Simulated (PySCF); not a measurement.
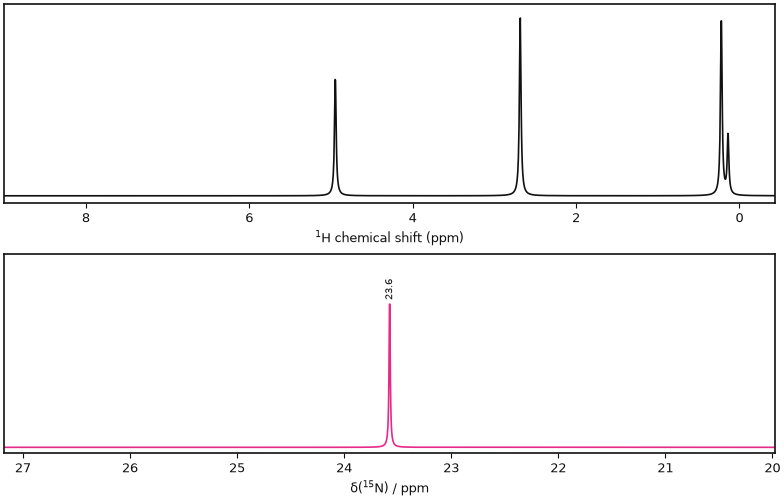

GIAO shifts, PBE/pcSseg-2 with PySCF 2.14.0, at a PBE0-D3(BJ)/def2-SVP geometry (no frequency check), against TMS for ¹H and NH₃ for ¹⁵N computed at the same level (¹⁵N: a single molecule, while the usual scales start at liquid NH₃ or nitromethane; multiply bonded nitrogen can come out tens of ppm too deshielded). Gas phase, fully decoupled, line heights follow the number of nuclei, widths are arbitrary (no quadrupolar broadening); values of one conformer, averaged over nuclei that symmetry, rotation about single bonds or inversion at nitrogen exchange, these motions taken as fast; other conformers aren't averaged in. Protons on N, O or S are those of the isolated molecule, without hydrogen bonds to neighbours or exchange.

Which structure fits the spectrum?
A. C₂H₉NSi, SMILES CN[SiH2]C
B. CH₉NSi₂, SMILES C[SiH2]N[SiH3]

Answer. Option A. Its ¹H signals: 4.95 (2 H), 2.68 (3 H), 0.22 (3 H), 0.14 (1 H) ppm. Its ¹⁵N signals: 23.6 (1 N) ppm.
